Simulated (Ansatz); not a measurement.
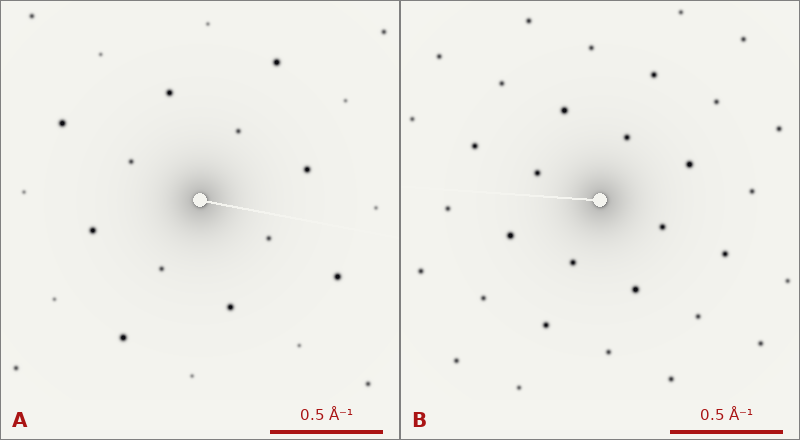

Kinematic electron diffraction patterns (200 kV, B = 0.5 Å², same scale, each along a low-index zone) of two structures of composition TiHg2, each relaxed at zero pressure with DFT PBE, scalar-relativistic, plane waves, PAW in Ansatz 0.2.0. The runs are not spin-polarised.

The structures (standard cells):
1. Fm-3m (No. 225), a = 6.523 Å, 12 atoms; generated start, possibly hypothetical
2. Fd-3m (No. 227), a = 7.977 Å, 24 atoms; generated start, possibly hypothetical

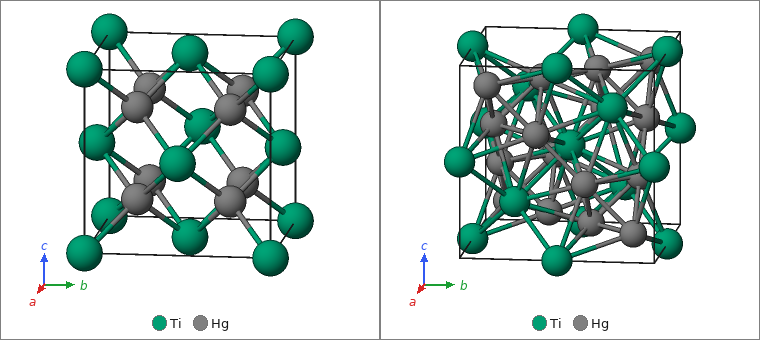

Drawings of the structures 1 to 2, from left to right (each may span several cells).

Question: Which pattern belongs to which structure, and along which zone?

Answer: A is structure 2 along [001] or an equivalent direction: square net of 2 -2 0 at d = 2.82 Å and 2 2 0 at d = 2.82 Å, 90.0° apart (some points of this net are extinct or too weak to see). B is structure 1 along [001] or an equivalent direction: square net of 2 0 0 at d = 3.26 Å and 0 2 0 at d = 3.26 Å, 90.0° apart.

Question: Rank the structures by their computed energy.

Answer: Structure 1 (Fm-3m, 23.13 Å³ an atom) is the lowest of these; structure 2 (Fd-3m, 21.15 Å³ an atom) lies about 120 meV an atom higher. These are static energies at 0 K; other structures, not shown, may lie lower still.
